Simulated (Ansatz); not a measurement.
## Single-point calculation of AlBrCl₂

AlBrCl₂, computed with RKS wB97M-V/def2-TZVPP (Ansatz 0.2.0).

The geometry comes from this level: PBE0-D4/def2-TZVP.

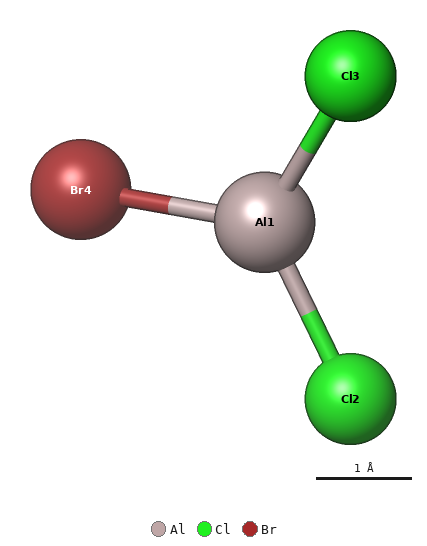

**Figure 1.** The input geometry (ball-and-stick view, seen at a tilt; atoms are numbered from 1 in the order of the input). Sticks mark near contacts. Bond lengths as drawn: Al–Br 2.23 Å and Al–Cl 2.07 Å.

Results in brief

| quantity | value |
| --- | --- |
| outcome | converged |
| total energy | −101689.9942 eV |
| SCF solution under orbital rotations | stable |
| hardware | 8 threads of Arm Neoverse V1, 23 GiB of memory available, shared host |
| wall time | 3.7 s (CPU time 27 s) |
| peak memory | 0.54 GiB |

Input file
```yaml
crystal:
  periodic: [false, false, false]
  atoms:
    - {symbol: Al, position_ang: [-0.859708, 0.385198, 0.017302]}
    - {symbol: Cl, position_ang: [-1.449096, -0.077580, -1.912765]}
    - {symbol: Cl, position_ang: [-0.322443, 2.328935, 0.486275]}
    - {symbol: Br, position_ang: [-0.804171, -1.198272, 1.579625]}
basis:
  gaussian: {orbitals: def2-TZVPP}
hamiltonian: {xc: {name: wB97M-V}}
```

Launch command:
```bash
ansatz run in.yaml --threads 8 --pin off --events-out ev --progress --plain --max-ram 19148MiB
```

The program's output
```
Functional definition: wB97M-V
  name "wB97M-V"
  cite "Mardirossian & Head-Gordon, J. Chem. Phys. 144, 214110 (2016) doi:10.1063/1.4952647"
  cite "Becke, J. Chem. Phys. 107, 8554 (1997) doi:10.1063/1.475007"
  cite "Vydrov & Van Voorhis, J. Chem. Phys. 133, 244103 (2010) doi:10.1063/1.3521275"
  # Of w^i u^j: cxij and so on, Table III.
  parameter omega = 0.3/bohr
  parameter cx = 0.15
  parameter cx01 = 1.007
  parameter cx10 = 0.259
  parameter css00 = 0.443
  parameter css04 = -1.437
  parameter css10 = -4.535
  parameter css20 = -3.390
  parameter css43 = 4.278
  parameter cos00 = 1.000
  parameter cos10 = 1.358
  parameter cos20 = 2.924
  parameter cos21 = -8.812
  parameter cos60 = -1.390
  parameter cos61 = 9.142
  parameter b = 6.0
  parameter c = 0.01
  gx(w, u) = 1 - cx + cx01*u + cx10*w
  gss(w, u) = css00 + css04*u^4 + css10*w + css20*w^2 + css43*w^4*u^3
  gos(w, u) = cos00 + cos10*w + (cos20 + cos21*u)*w^2 + (cos60 + cos61*u)*w^6
  exchange = spin_sum(e_x_unif_sr(omega)*gx(b97_w, b97_u_x)) + cx*exact_x_sr(omega) + exact_x_lr(omega)
  correlation = spin_sum(e_c_pw_mod_same_spin*gss(b97_w, b97_u_same))
      + integral(e_c_pw_mod_opposite_spin*gos(b97_w_opposite, b97_u_opposite)) + vv10(b, c)
1300 factors; their error is unknown
195 factors; integrals over basis functions are off by at most 5.9e-5 eV
mean field evaluation 1: about -101688.6345 eV, gradient 1.9e1 eV
mean field evaluation 2: about -101689.2210 eV, gradient 1.5e1 eV
mean field evaluation 4: about -101689.7016 eV, gradient 5.2e-1 eV
mean field evaluation 8: about -101689.9941 eV, gradient 2.5e-1 eV
mean field evaluation 16: about -101689.9941 eV, gradient 3.1e-5 eV
mean field -101689.99413634 eV, -3737.0383565570 hartree, gradient 3.1e-5 eV, S^2 0.000000; 0 other end points of the search recorded, 0 dependent functions left out
reference -101689.99417747 eV, -3737.0383580682 hartree; 41, 41 occupied and 133, 133 virtual orbitals, 1300 factors
Total energy: -101689.99417747 eV, -3737.0383580682 hartree
```
